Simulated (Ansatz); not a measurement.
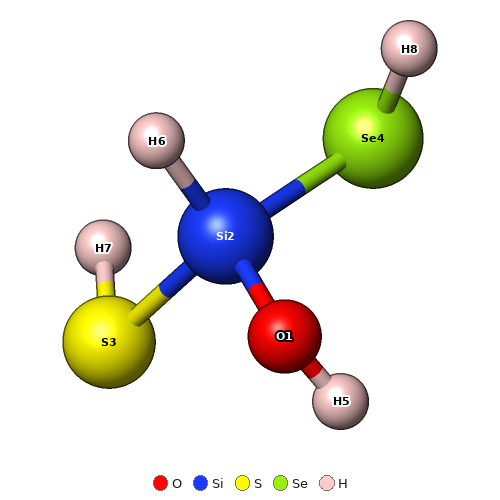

Two computed energy maps of H₄OSSeSi, SMILES O[SiH](S)[SeH]. The picture above is the structure of the first map.

Map 1

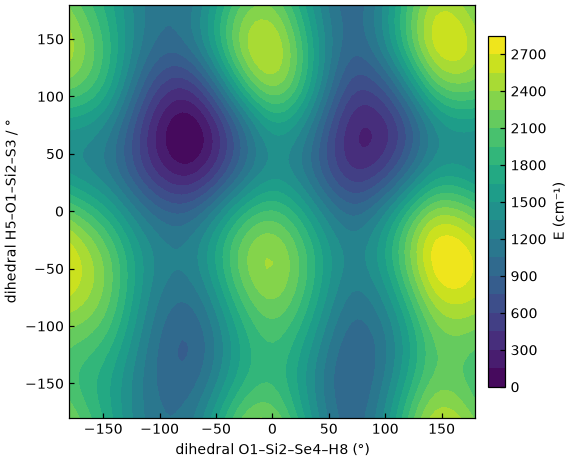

H4OSSeSi, SMILES O[SiH](S)[SeH]. First axis: dihedral O1–Si2–Se4–H8. Second axis: dihedral H5–O1–Si2–S3. Nothing is relaxed (all other coordinates rigid). The scan uses a 10 × 10 grid. Points are written as (first, second). Energies: cm⁻¹, counted from the relaxed molecule at the same level. These are results of Ansatz 0.2.0, RKS PBE0-D4/def2-SVP, not measurements.

In the figure: filled contours. Between grid points the surface is interpolated.

Map 2

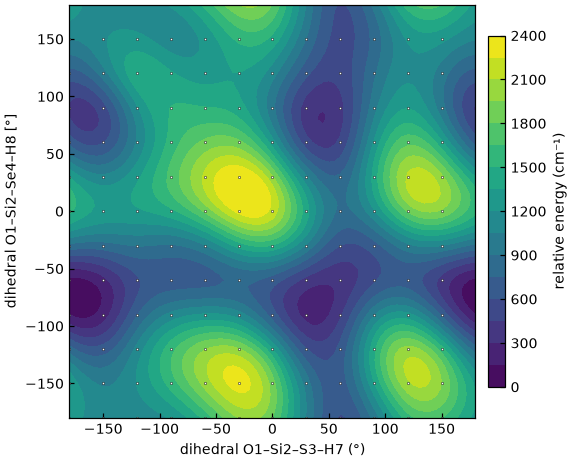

H4OSSeSi, SMILES O[SiH](S)[SeH]. 
- Coordinates scanned: (1) dihedral O1–Si2–S3–H7; (2) dihedral O1–Si2–Se4–H8.
- Nothing is relaxed (all other coordinates rigid).
- Grid: 12 × 12 points.
- Points are written as (first, second).
- All energies are given in cm⁻¹ relative to the relaxed molecule at the same level.
- Level of theory: RHF/def2-TZVP (Ansatz 0.2.0).

Drawn: filled contours, dots at the grid points. Between grid points the surface is interpolated.

Question: What does each map show?

Answer: Map 1: The lowest grid point is at (−72°, 72°), 39 cm⁻¹ from the relaxed molecule at the same level. Higher local minima lie near (72°, 72°) (308 cm⁻¹ above the lowest at that grid point); (72°, −144°) (874 cm⁻¹ above the lowest at that grid point); (−72°, −108°) (887 cm⁻¹ above the lowest at that grid point). The highest grid point, (144°, −36°), lies 2707 cm⁻¹ above the lowest. On the interpolated surface the easiest way out of the lowest well to the well at about (−80°, −120°) passes a barrier of about 1100 cm⁻¹, counted from the interpolated bottom of the well. Round the minimum the two coordinates are nearly uncoupled.
Map 2: The lowest grid point is at (−180°, −60°), 119 cm⁻¹ from the relaxed molecule at the same level. The bottom of the well lies between grid points, at about (−170°, −75°), about 112 cm⁻¹ lower on the interpolated surface. There are further wells near (30°, −90°) (132 cm⁻¹ above the lowest at that grid point); (30°, 90°) (267 cm⁻¹ above the lowest at that grid point); (−180°, 90°) (314 cm⁻¹ above the lowest at that grid point). The highest grid point, (−30°, 30°), lies 2281 cm⁻¹ above the lowest. On the interpolated surface the easiest way out of the lowest well to the well at about (40°, −80°) passes a barrier of about 670 cm⁻¹, counted from the interpolated bottom of the well. Round the minimum the valley is somewhat tilted: raising dihedral O1–Si2–S3–H7 shifts the best value of dihedral O1–Si2–Se4–H8 downwards (coupling k₁₂/√(k₁₁k₂₂) about 0.2).

Question: Maps 1, 2 start from a relaxed reference structure. Do they show a way to lower its energy?

Answer: No. In each of them the reference is the lowest point, within the accuracy of the grid, so it is stable against the distortions scanned (other distortions weren't tried).

Question: In which map is the way out of the lowest well easiest?

Answer: In map 2. The passes lie about 670 cm⁻¹ (map 2), 1100 cm⁻¹ (map 1) above their wells.
